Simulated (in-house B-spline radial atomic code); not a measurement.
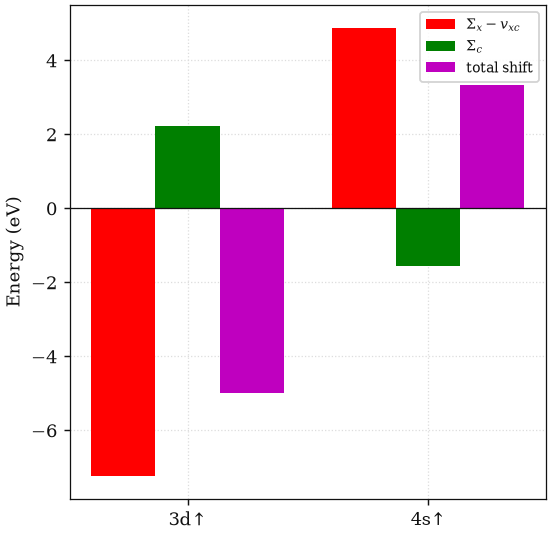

Parts of the G₀W₀ correction to each level for Cr⁺ ([Ar] 3d⁵). All-electron spherical atom, non-relativistic, LDA VWN5 start, no spin-orbit coupling, Breit or QED terms; computed with a B-spline radial code. The quasi-particle equation is solved at full frequency; levels of low quasi-particle weight Z are left out.

What does the figure show?

Answer. G₀W₀ moves the highest occupied level, 3d↑, from −11.19 to −16.19 eV (renormalisation factor Z = 0.73); the measured removal energy is 16.49 eV, so the error is −0.29 eV. The empty level 4s↑ goes from −10.45 to −7.12 eV.

| Level | Mean field (eV) | Σx − vxc (eV) | Σc (eV) | Z | G₀W₀ (eV) |
| --- | --- | --- | --- | --- | --- |
| 3d↑ | −11.19 | −7.24 | 2.23 | 0.73 | −16.19 |
| 4s↑ | −10.45 | 4.89 | −1.56 | 0.90 | −7.12 |
